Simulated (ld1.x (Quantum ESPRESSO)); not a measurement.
# Pseudopotential generation for germanium: TM, PBE

Aim: build the potential from the settings below, then test how well it stands in for the atom: other configurations, scattering, ghost states and the plane-wave cutoff that it needs.

Program: ld1.x (Quantum ESPRESSO) 7.5. Reference atom: PBE, scalar-relativistic, spherical and spin-unpolarised. All values are calculated.

### 1 Settings

Typed settings, in words:

| Item | Value |
| --- | --- |
| element | germanium (Ge, Z = 32) |
| type | norm-conserving Troullier–Martins (Kleinman–Bylander form) |
| frozen core | [Ar] |
| valence charge | 14 |
| reference configuration | 3d10 4s2 4p2 |
| partial waves | 4s (bound): rc 1.50 bohr; 4p (bound): rc 2.15 bohr; 3d (bound): rc 0.85 bohr |
| local potential | all-electron potential smoothed inside 1.45 bohr (lloc = -1) |
| core correction | Bessel-smoothed model core, default radius (core density twice the valence density) |

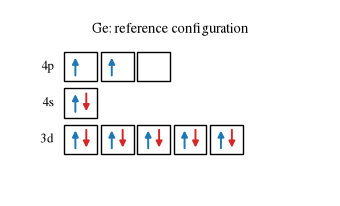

The outer shells as boxes. The arrows follow Hund's rule for the drawing; the calculation itself is spin-unpolarised.

An earlier all-electron run gives the scale for the radii.

All-electron outer shells of the reference configuration (PBE, scalar-relativistic, ld1.x):

```json
{"shell": "3s", "level (eV)": "-168.49", "outermost node (bohr)": "0.26", "outermost maximum (bohr)": "0.54"}
{"shell": "3p", "level (eV)": "-115.62", "outermost node (bohr)": "0.23", "outermost maximum (bohr)": "0.54"}
{"shell": "3d", "level (eV)": "-29.31", "outermost node (bohr)": "–", "outermost maximum (bohr)": "0.50"}
{"shell": "4s", "level (eV)": "-11.73", "outermost node (bohr)": "0.77", "outermost maximum (bohr)": "1.75"}
{"shell": "4p", "level (eV)": "-3.90", "outermost node (bohr)": "0.82", "outermost maximum (bohr)": "2.22"}
```

### 2 Generating the potential

Input file Ge.in:

```
 &input
   title='Ge', zed=32., rel=1, dft='PBE', iswitch=3,
   config='[Ar] 3d10 4s2 4p2',
   nld=3, rlderiv=2.35, eminld=-4.0, emaxld=5.0, deld=0.02
 /
 &inputp
   pseudotype=2, tm=.true., lloc=-1, rcloc=1.45,
   nlcc=.true., new_core_ps=.true.,
   file_pseudopw='Ge.UPF', file_wfcaegen='ae.wfc', file_wfcncgen='nc.wfc', file_beta='beta', file_chi='chi'
 /
3
4S  1  0   2.00   0.00  1.50  1.50  0.0
4P  2  1   2.00   0.00  2.15  2.15  0.0
3D  3  2  10.00   0.00  0.85  0.85  0.0
 &test
   configts(1)='3d10 4s2 4p2'
 /
```

Launch:

```sh
ld1.x < Ge.in > Ge.out
```

What the program wrote to Ge.out (without the banner and most projector matrices):

```text
     Program LD1 v.7.5
     --------------------------- All-electron run ----------------------------

     Ge
     scalar relativistic calculation

     atomic number is 32.00
     dft =PBE   lsd =0 sic =0 latt =0  beta=0.20 tr2=1.0E-14
     Exchange-correlation= PBE
                           (   1   4   3   4   0   0   0)
     mesh =1207 r(mesh) = 100.41023 a.u. xmin = -7.00 dx = 0.01250
     1 Ry =  13.60569312 eV, c = 137.03599908

     n l     nl                  e(Ry)          e(Ha)          e(eV)
     1 0     1S 1( 2.00)      -805.6314      -402.8157    -10961.1741
     2 0     2S 1( 2.00)      -100.8250       -50.4125     -1371.7939
     2 1     2P 1( 6.00)       -88.1036       -44.0518     -1198.7111
     3 0     3S 1( 2.00)       -12.3839        -6.1919      -168.4909
     3 1     3P 1( 6.00)        -8.4979        -4.2490      -115.6205
     3 2     3D 1(10.00)        -2.1543        -1.0772       -29.3109
     4 0     4S 1( 2.00)        -0.8622        -0.4311       -11.7311
     4 1     4P 1( 2.00)        -0.2863        -0.1431        -3.8953

     final scf error:  3.0E-15 reached in  36 iterations

     Etot =   -4197.669992 Ry,   -2098.834996 Ha,  -57112.209742 eV

     Ekin =    4273.695468 Ry,    2136.847734 Ha,   58146.589038 eV
     Encl =  -10116.689522 Ry,   -5058.344761 Ha, -137644.573051 eV
     Eh   =    1804.321722 Ry,     902.160861 Ha,   24549.047641 eV
     Exc  =    -158.997660 Ry,     -79.498830 Ha,   -2163.273369 eV

     normalization and overlap integrals

     s(1S/1S) =  1.000000  <r> =   0.0470  <r2> =    0.0030  r(max) =   0.0309
     s(2S/2S) =  1.000000  <r> =   0.2100  <r2> =    0.0520  r(max) =   0.1754
     s(2P/2P) =  1.000000  <r> =   0.1837  <r2> =    0.0414  r(max) =   0.1418
     s(3S/3S) =  1.000000  <r> =   0.6242  <r2> =    0.4495  r(max) =   0.5402
     s(3P/3P) =  1.000000  <r> =   0.6470  <r2> =    0.4929  r(max) =   0.5402
     s(3D/3D) =  1.000000  <r> =   0.7365  <r2> =    0.6969  r(max) =   0.5012
     s(4S/4S) =  1.000000  <r> =   2.1162  <r2> =    5.1841  r(max) =   1.7494
     s(4P/4P) =  1.000000  <r> =   2.8993  <r2> =   10.0650  r(max) =   2.2184

     ------------------------ End of All-electron run ------------------------

     --------------------- Generating NC pseudopotential ---------------------

      Generating local potential from pseudized AE potential:
      Matching radius rcloc =   1.4500

      Local pseudo, rcloc= 1.432 Estimated cut-off energy=    11.98 Ry

      Computing core charge for nlcc:

       r > 0.29 : true rho core
      Core charge pseudized with two Bessel functions
      Integrated core pseudo-charge :  14.88

      Wfc   4S  rcut= 1.506  Using Troullier-Martins method

      Wfc   4P  rcut= 2.137  Using Troullier-Martins method

      Wfc   3D  rcut= 0.847  Using Troullier-Martins method

     ------------------- End of pseudopotential generation -------------------

     [... the all-electron block is printed once more ...]


     Computing logarithmic derivative in   2.34676
     Computing logarithmic derivative in   2.34676
     Computing the partial wave expansion
     R is outside the sphere for l=    0 j= 0.00
     R is outside the sphere for l=    1 j= 0.00
     R is outside the sphere for l=    2 j= 0.00

     ---------------------- Testing the pseudopotential ----------------------

     Ge
     scalar relativistic calculation

     atomic number is 32.00   valence charge is 14.00
     dft =PBE   lsd =0 sic =0 latt =0  beta=0.20 tr2=1.0E-14
     mesh =1207 r(mesh) = 100.41023 xmin = -7.00 dx = 0.01250

     n l     nl             e AE (Ry)        e PS (Ry)    De AE-PS (Ry)
     3 2     3D   1(10.00)       -2.15431       -2.15435        0.00004
     1 0     4S   1( 2.00)       -0.86222       -0.86222        0.00000
     2 1     4P   1( 2.00)       -0.28630       -0.28630        0.00000

     eps = 1.4E-15  iter =  6

     Etot =   -4197.669992 Ry,   -2098.834996 Ha,  -57112.209742 eV
     Etotps =  -253.424564 Ry,    -126.712282 Ha,   -3448.016843 eV

     Ekin =     266.593398 Ry,     133.296699 Ha,    3627.187961 eV
     Encl =    -411.460478 Ry,    -205.730239 Ha,   -5598.204994 eV
     Ehrt =     167.995126 Ry,      83.997563 Ha,    2285.690131 eV
     Ecxc =     -98.430292 Ry,     -49.215146 Ha,   -1339.212347 eV
     (Ecc =     -65.344042 Ry,     -32.672021 Ha,    -889.050977 eV)
     Epseu=    -178.122318 Ry,     -89.061159 Ha,   -2423.477593 eV

     ---------------------- End of pseudopotential test ----------------------
```

It took 1.2 s on 1 thread of Neoverse-V2, shared host. This counts the later configuration tests of the new file too.

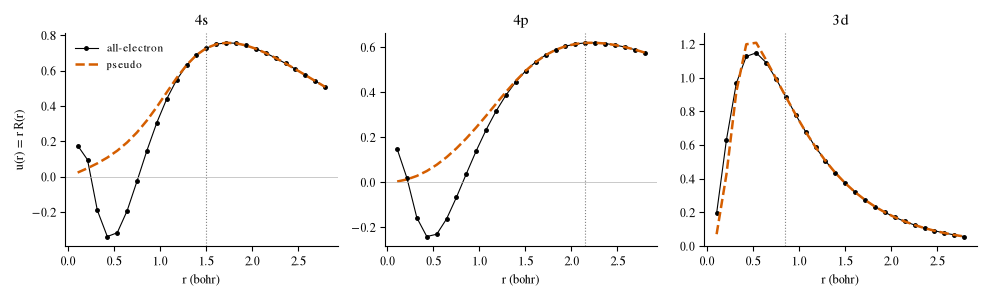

All-electron and pseudo partial waves (4s, 4p, 3d), with the matching radii dotted. The curves join 26 sampled radii, too few to resolve the innermost nodes.

### 3 Configuration tests

Input file Ge.test.in:

```
 &input
   title='Ge', zed=32., rel=1, dft='PBE', iswitch=2,
   config='[Ar] 3d10 4s2 4p2'
 /
 &test
   file_pseudo='Ge.UPF', nconf=8,
   configts(1)='3d10 4s2 4p2',
   configts(2)='3d10 4s2 4p1',
   configts(3)='3d10 4s2 4p0',
   configts(4)='3d10 4s1 4p0',
   configts(5)='3d10 4s1 4p2',
   configts(6)='3d10 4s0 4p4',
   configts(7)='3d10 4s2 4p2.3',
   configts(8)='3d10 4s2 4p1.5'
 /
```

Launch:

```sh
ld1.x < Ge.test.in > Ge.test.out
```

Ge.test.out, the pseudopotential blocks, each with the warnings that came before it:

```text
     ---------------------- Testing the pseudopotential ----------------------

     Ge
     scalar relativistic calculation

     atomic number is 32.00   valence charge is 14.00
     dft =PBE   lsd =0 sic =0 latt =0  beta=0.20 tr2=1.0E-14
     mesh =1207 r(mesh) = 100.41023 xmin = -7.00 dx = 0.01250

     n l     nl             e AE (Ry)        e PS (Ry)    De AE-PS (Ry)
     3 2     3D   1(10.00)       -2.15431       -2.15435        0.00004
     1 0     4S   1( 2.00)       -0.86222       -0.86222        0.00000
     2 1     4P   1( 2.00)       -0.28630       -0.28630        0.00000

     eps = 3.5E-15  iter =  6

     Etot =   -4197.669992 Ry,   -2098.834996 Ha,  -57112.209742 eV
     Etotps =  -253.424564 Ry,    -126.712282 Ha,   -3448.016851 eV

     Ekin =     266.593396 Ry,     133.296698 Ha,    3627.187939 eV
     Encl =    -411.460477 Ry,    -205.730239 Ha,   -5598.204987 eV
     Ehrt =     167.995126 Ry,      83.997563 Ha,    2285.690127 eV
     Ecxc =     -98.430292 Ry,     -49.215146 Ha,   -1339.212346 eV
     (Ecc =     -65.344042 Ry,     -32.672021 Ha,    -889.050977 eV)
     Epseu=    -178.122317 Ry,     -89.061158 Ha,   -2423.477583 eV

     ---------------------- End of pseudopotential test ----------------------

     ---------------------- Testing the pseudopotential ----------------------

     Ge
     [...]
     n l     nl             e AE (Ry)        e PS (Ry)    De AE-PS (Ry)
     3 2     3D   1(10.00)       -2.81637       -2.80925       -0.00712  !
     1 0     4S   1( 2.00)       -1.45956       -1.45891       -0.00065
     2 1     4P   1( 1.00)       -0.82628       -0.82595       -0.00033

     eps = 5.3E-15  iter = 11

     Etot =   -4197.122869 Ry,   -2098.561434 Ha,  -57104.765750 eV
     Etotps =  -252.877513 Ry,    -126.438757 Ha,   -3440.573842 eV
     dEtot_ae =       0.547123 Ry
     dEtot_ps =       0.547051 Ry,   Delta E=       0.000072 Ry

     [...]
     ---------------------- End of pseudopotential test ----------------------

     ---------------------- Testing the pseudopotential ----------------------

     Ge
     [...]
     n l     nl             e AE (Ry)        e PS (Ry)    De AE-PS (Ry)
     3 2     3D   1(10.00)       -3.61570       -3.59540       -0.02030  !
     1 0     4S   1( 2.00)       -2.14976       -2.14852       -0.00124
     2 1     4P   1( 0.00)       -1.45571       -1.45517       -0.00054

     eps = 1.5E-15  iter = 11

     Etot =   -4195.988126 Ry,   -2097.994063 Ha,  -57089.326796 eV
     Etotps =  -251.743102 Ry,    -125.871551 Ha,   -3425.139395 eV
     dEtot_ae =       1.681865 Ry
     dEtot_ps =       1.681462 Ry,   Delta E=       0.000404 Ry

     [...]
     ---------------------- End of pseudopotential test ----------------------

     Warning: n=3, l=2 expected 0 nodes, found 1
     ---------------------- Testing the pseudopotential ----------------------

     Ge
     [...]
     n l     nl             e AE (Ry)        e PS (Ry)    De AE-PS (Ry)
     3 2     3D   1(10.00)       -4.63739       -4.60211       -0.03529  !
     1 0     4S   1( 1.00)       -2.97339       -2.97449        0.00110
     2 1     4P   1( 0.00)       -2.20993       -2.21103        0.00109

     eps = 2.0E-15  iter = 11

     Etot =   -4193.431031 Ry,   -2096.715516 Ha,  -57054.535744 eV
     Etotps =  -249.186346 Ry,    -124.593173 Ha,   -3390.352948 eV
     dEtot_ae =       4.238961 Ry
     dEtot_ps =       4.238219 Ry,   Delta E=       0.000742 Ry

     [...]
     ---------------------- End of pseudopotential test ----------------------

     ---------------------- Testing the pseudopotential ----------------------

     Ge
     [...]
     n l     nl             e AE (Ry)        e PS (Ry)    De AE-PS (Ry)
     3 2     3D   1(10.00)       -2.94373       -2.93498       -0.00875  !
     1 0     4S   1( 1.00)       -1.53157       -1.53072       -0.00086
     2 1     4P   1( 2.00)       -0.88375       -0.88312       -0.00063

     eps = 9.7E-15  iter = 12

     Etot =   -4196.482228 Ry,   -2098.241114 Ha,  -57096.049396 eV
     Etotps =  -252.237119 Ry,    -126.118559 Ha,   -3431.860833 eV
     dEtot_ae =       1.187763 Ry
     dEtot_ps =       1.187445 Ry,   Delta E=       0.000318 Ry

     [...]
     ---------------------- End of pseudopotential test ----------------------

     ---------------------- Testing the pseudopotential ----------------------

     Ge
     [...]
     n l     nl             e AE (Ry)        e PS (Ry)    De AE-PS (Ry)
     3 2     3D   1(10.00)       -2.40106       -2.39854       -0.00252
     1 0     4S   1( 0.00)       -0.99555       -0.99534       -0.00020
     2 1     4P   1( 4.00)       -0.38263       -0.38221       -0.00042

     eps = 8.3E-15  iter = 12

     Etot =   -4196.479660 Ry,   -2098.239830 Ha,  -57096.014458 eV
     Etotps =  -252.234062 Ry,    -126.117031 Ha,   -3431.819239 eV
     dEtot_ae =       1.190331 Ry
     dEtot_ps =       1.190502 Ry,   Delta E=      -0.000171 Ry

     [...]
     ---------------------- End of pseudopotential test ----------------------

     ---------------------- Testing the pseudopotential ----------------------

     Ge
     [...]
     n l     nl             e AE (Ry)        e PS (Ry)    De AE-PS (Ry)
     3 2     3D   1(10.00)       -1.99138       -1.99244        0.00106
     1 0     4S   1( 2.00)       -0.70960       -0.70971        0.00011
     2 1     4P   1( 2.30)       -0.14906       -0.14910        0.00004

     eps = 5.1E-16  iter =  8

     Etot =   -4197.734933 Ry,   -2098.867466 Ha,  -57113.093307 eV
     Etotps =  -253.489515 Ry,    -126.744758 Ha,   -3448.900555 eV
     dEtot_ae =      -0.064941 Ry
     dEtot_ps =      -0.064951 Ry,   Delta E=       0.000010 Ry

     [...]
     ---------------------- End of pseudopotential test ----------------------

     ---------------------- Testing the pseudopotential ----------------------

     Ge
     [...]
     n l     nl             e AE (Ry)        e PS (Ry)    De AE-PS (Ry)
     3 2     3D   1(10.00)       -2.46527       -2.46246       -0.00281
     1 0     4S   1( 2.00)       -1.14653       -1.14625       -0.00028
     2 1     4P   1( 1.50)       -0.54268       -0.54254       -0.00014

     eps = 6.6E-15  iter = 14

     Etot =   -4197.464058 Ry,   -2098.732029 Ha,  -57109.407861 eV
     Etotps =  -253.218631 Ry,    -126.609316 Ha,   -3445.214992 eV
     dEtot_ae =       0.205934 Ry
     dEtot_ps =       0.205933 Ry,   Delta E=       0.000002 Ry

     [...]
     ---------------------- End of pseudopotential test ----------------------
```

The tests as a table, with energies relative to 3d10 4s2 4p2. A star marks tests that logged a warning.

| valence configuration | charge | ΔE all-electron (eV) | error AE − PS (meV) |
| --- | --- | --- | --- |
| 3d10 4s2 4p1 | +1 | 7.444 | +1.0 |
| 3d10 4s2 4p0 | +2 | 22.883 | +5.5 |
| 3d10 4s1 4p0 * | +3 | 57.674 | +10 |
| 3d10 4s1 4p2 | +1 | 16.160 | +4.3 |
| 3d10 4s0 4p4 | 0 | 16.195 | -2.3 |
| 3d10 4s2 4p2.3 | -0.3 | -0.884 | +0.1 |
| 3d10 4s2 4p1.5 | +0.5 | 2.802 | 0.0 |

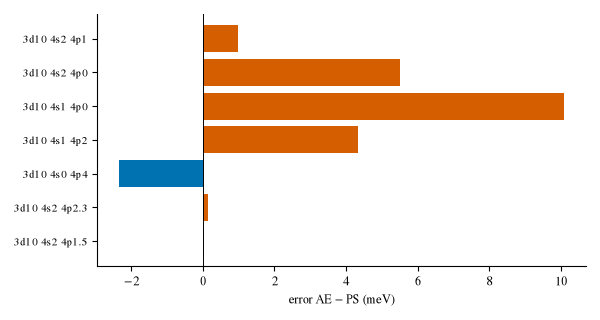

Error of the potential in each test configuration.

### 4 Logarithmic derivatives

Taken from the files of the generation run. The phase is arctan(r·u′/u) with u = r·R, unwrapped, with energies in Ry. A pole is an energy at which the radial function vanishes at the test radius. The pseudo phase is shifted by a multiple of π to meet the all-electron one at the reference energy. Levels narrower than the energy grid can be missing from the poles. The last column is the largest difference on the grid between −1 and +1 Ry.

```tsv
channel	radius (bohr)	reference (Ry)	poles AE	poles PS	window around the reference with phases within 0.05 rad (Ry)	largest difference near zero (rad)
s	2.35	-0.86	0.62	0.36, 1.16	below 0.4	2.876
p	2.35	-0.29	1.90	1.76	below 2.8	0.007
d	2.35	-2.15	-2.12, 4.16	-2.12, 4.40	below 1.0	0.034
```

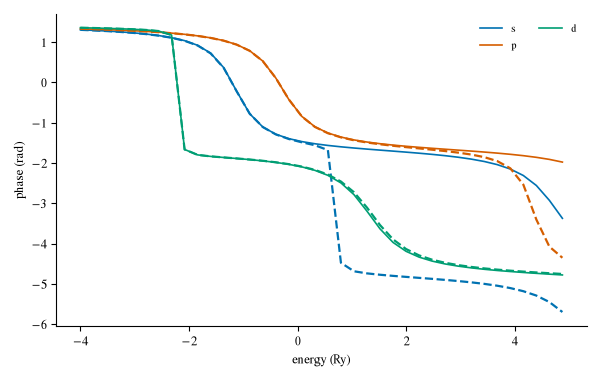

All-electron (solid) and pseudo (dashed) phases against energy.

### 5 Cutoff and ghost test in a Bessel basis

A separate test, outside the generator: the pseudo-atom's Hamiltonian at the reference potential is diagonalised in spherical Bessel functions j_l(qr) that vanish at 20 bohr, with q² up to the cutoff.

All-electron valence levels (Ry): 4s -0.8622, 4p -0.2863, 3d -2.1543. The lowest levels of each channel (Ry) by cutoff; the last column sums, over occupied levels, occupation times the distance from the level at 400 Ry. A positive value at high cutoff is not a bound level.

```
cutoff (Ry)     s #1     p #1     d #1    f #1  Σ f·Δε (mRy)
          8  -0.8240  -0.2829   0.0521  0.1080       22143.5
         18  -0.8586  -0.2860   0.0509  0.1080       22056.0
         35  -0.8609  -0.2863   0.0496  0.1080       22037.5
         55  -0.8619  -0.2863   0.0465  0.1080       22004.9
         90  -0.8622  -0.2863  -0.1100  0.1080       20439.0
        140  -0.8622  -0.2863  -1.2896  0.1080        8643.4
        230  -0.8622  -0.2863  -2.1128  0.1080         411.2
        300  -0.8622  -0.2863  -2.1531  0.1080           7.9
        400  -0.8622  -0.2863  -2.1539  0.1080           0.0
```

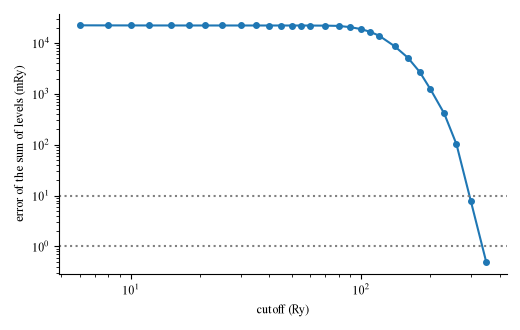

Occupation-weighted error of the valence levels against the cutoff; the dotted lines mark 10 and 1 mRy.

The sum stays within 10 mRy from 300 Ry and within 1 mRy only somewhere over 300 Ry. The sum leaves out empty levels, which can need more. Ghost test: no level below the all-electron spectrum of its channel (s, p, d, f tested).

### 6 Outcome

| quantity | value |
| --- | --- |
| cutoffs for 10 and 1 mRy, occupied levels | 300 Ry and over 300 Ry |
| bound ghosts | none found |
| largest test error (AE − PS) | +10 meV, for 3d10 4s1 4p0 (this test logged a warning) |
| largest phase difference near zero energy, channels read | 2.876 rad |

What this shows: The worst unpolarised test, 3d10 4s1 4p0, is off by 10 meV on 57.7 eV; by total energies transferability rates as good. The potential is very hard: the looser tolerance needs 300 Ry. The tighter tolerance needs over 300 Ry, and converged work needs a cutoff nearer that. The slowest occupied level is 3d: taken alone it needs 300 Ry to come within 1 mRy, against 40 Ry for 4s. It is free of bound ghosts as far as tested. Of the channels read, s scatters worst near zero energy, by up to 2.88 rad. A step near π is an extra or missing state, not a misfit of shape. The pseudo curves have a pole with no partner nearby in the atom's: s at 1.16 Ry. At positive energy that is a spurious or a displaced resonance.
